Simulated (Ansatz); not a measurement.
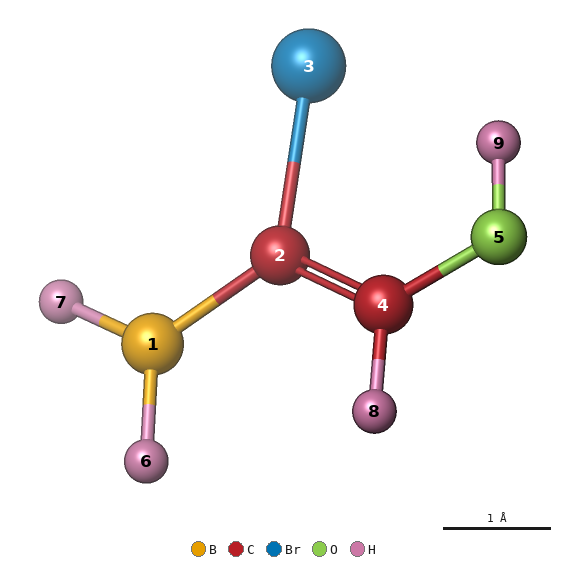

Orthographic view. Depth is shown by fading: the farther an atom, the more it takes the colour of the background. Computed geometry: PBE0-D4/def2-TZVP optimisation. No frequency run is at hand to confirm it as a minimum.

Write a MOL file (V2000) with the atoms in numerical order, bonds sorted by atom number with the orders drawn, and coordinates in the frame of the picture: x right, y up, z towards the viewer, origin at the mean position.

```
C2H4BBrO
                    3D

  9  8  0  0  0  0  0  0  0  0999 V2000
   -1.3900   -0.6000   -0.6000 B   0  0  0  0  0  0  0  0  0  0  0  0
   -0.1900    0.2400   -0.2300 C   0  0  0  0  0  0  0  0  0  0  0  0
    0.0800    2.0100   -0.8900 Br  0  0  0  0  0  0  0  0  0  0  0  0
    0.7800   -0.2300    0.6000 C   0  0  0  0  0  0  0  0  0  0  0  0
    1.8600    0.4100    0.9900 O   0  0  0  0  0  0  0  0  0  0  0  0
   -1.4400   -1.7000   -0.1300 H   0  0  0  0  0  0  0  0  0  0  0  0
   -2.2400   -0.2000   -1.3300 H   0  0  0  0  0  0  0  0  0  0  0  0
    0.6900   -1.2300    1.0100 H   0  0  0  0  0  0  0  0  0  0  0  0
    1.8600    1.2900    0.5700 H   0  0  0  0  0  0  0  0  0  0  0  0
  1  2  1  0
  1  6  1  0
  1  7  1  0
  2  3  1  0
  2  4  2  0
  4  5  1  0
  4  8  1  0
  5  9  1  0
M  END
```
